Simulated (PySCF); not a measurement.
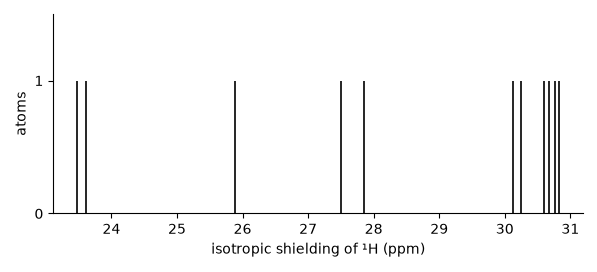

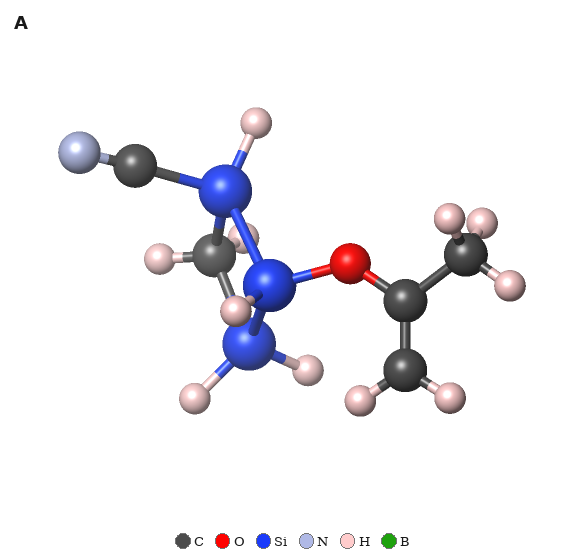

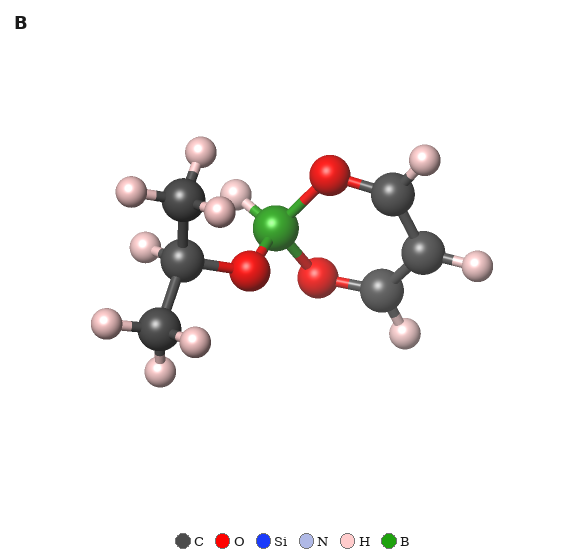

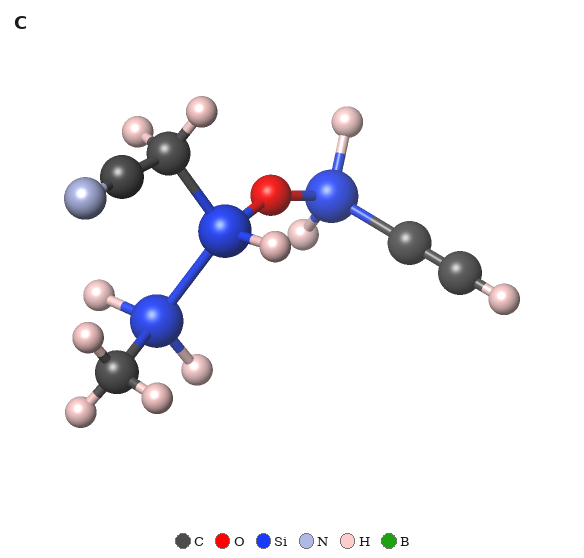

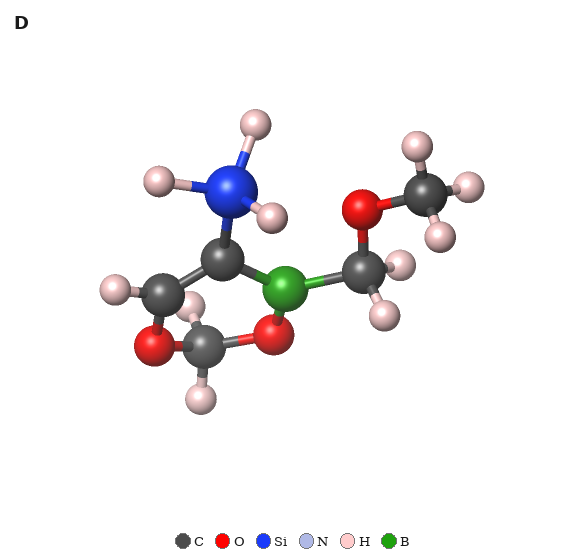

The sticks are computed shieldings of one of the molecules, for one fixed geometry (GFN2-xTB) without averaging over rotations. Low shielding means a high chemical shift. Method: GIAO PBE0/pcSseg-1 NMR shielding, non-relativistic, gas phase (PySCF 2.14.0).

Question: Match the spectrum to a structure.

Answer: B, `CC(C)O[B@@H-]1OC=CC=[O+]1`. Its 11 H atoms give lines at 23.48, 23.61, 25.89, 27.51, 27.85, 30.12, 30.25, 30.60, 30.67, 30.76, 30.83 ppm.

The geometry is semi-empirical. Around B, Si such bond lengths and angles can be off by a tenth of an ångström or more and by several degrees, and values that hang on the shape move with them.
